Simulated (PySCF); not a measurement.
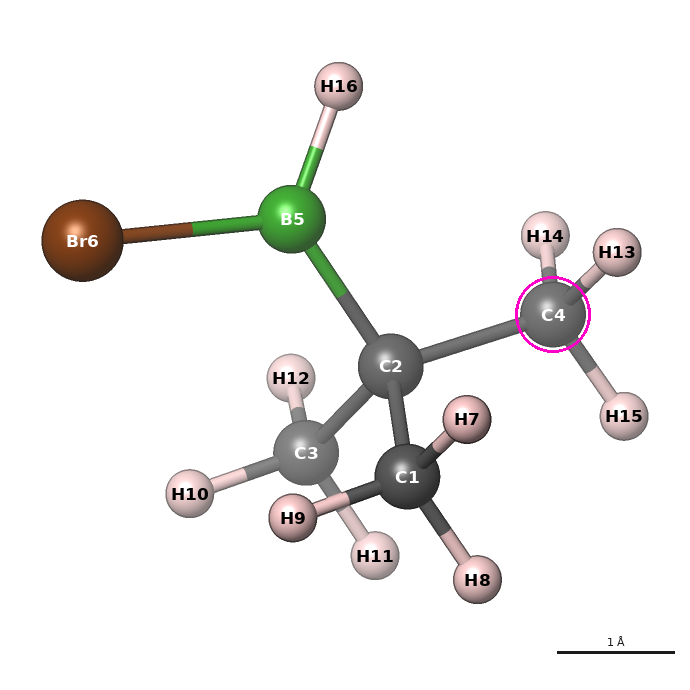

Orthographic view. Atoms fade into the background with distance from the viewer. The computed structure is the end point of a PBE0-D3(BJ)/def2-SVP optimisation. No frequency run is at hand to confirm it as a minimum.

Question: Which atoms are bonded to the circled atom?

Answer: The circled atom is C4; it is bonded to C2, H13, H14, H15.

Question: Which two atoms are farthest apart in space?

Answer: Br6 and H15, 5.21 Å.

Question: Which atom is farthest from the viewer?

Answer: H12, 2.0 Å behind the mean position.

Question: What is the shortest path along bonds from the circled atom to H12?

Answer: C4–C2–C3–H12, 3 bonds; through space the two are 2.78 Å apart.
